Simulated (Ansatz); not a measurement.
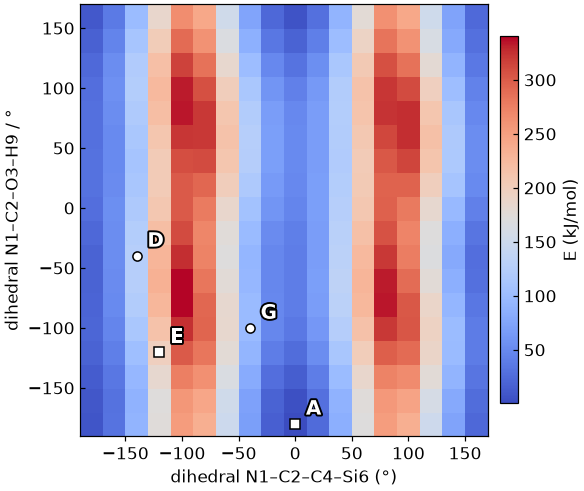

C₂H₆FNOSi, SMILES NC(O)=C(F)[SiH3]. The first coordinate is: dihedral N1–C2–C4–Si6; the second: dihedral N1–C2–O3–H9. Nothing is relaxed (all other coordinates rigid). The scan uses an 18 × 18 grid. Points are written as (first, second). Energies: kJ/mol, counted from the relaxed molecule at the same level. Energies and slopes of some neighbouring points disagree (a jump in structure or state, or too coarse a mesh). The dihedral twists a double bond; near 90° a spin-restricted reference is unreliable. All numbers below come from Ansatz 0.2.0, RHF/def2-SVP.

The picture shows one coloured cell a grid point, lettered points.

Q: Rank the lettered points by energy, lowest first.

A: A (0.33 kJ/mol), G (98 kJ/mol), D (126 kJ/mol), E (198 kJ/mol).
